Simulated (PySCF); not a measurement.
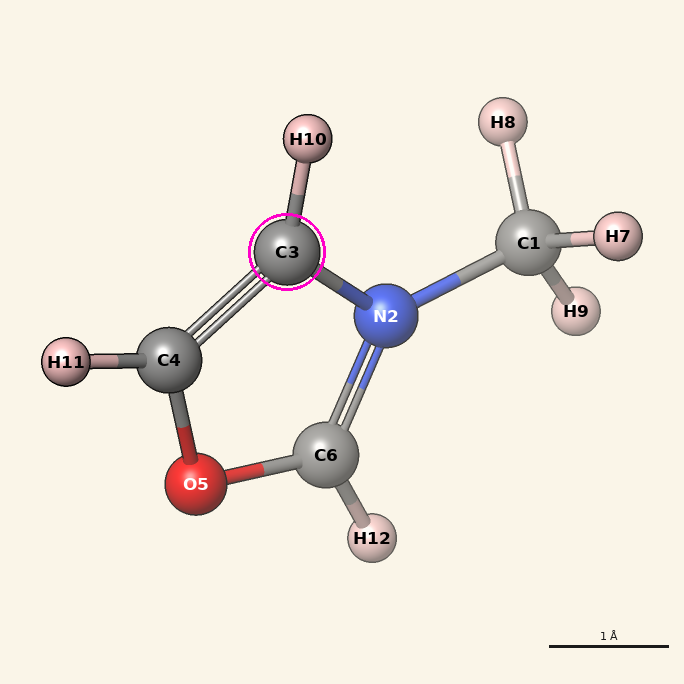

Orthographic view. Atoms fade into the background with distance from the viewer. The species has charge +1 and is a spin singlet. The geometry was computed by an optimisation with GFN2-xTB. No frequency run is at hand to confirm it as a minimum.

**Name the neighbours of the circled atom.**

The circled atom is C3; it is bonded to N2, C4, H10.

**Of C1 and H7, which is nearer the viewer?**

H7; the bond to C1 points away from the viewer, so it looks shorter than its 1.09 Å.

**Which two atoms are farthest apart in space?**

H9 and H11, 5.31 Å.

**What is the shortest path along bonds from the circled atom to H7?**

C3–N2–C1–H7, 3 bonds; through space the two are 2.86 Å apart.
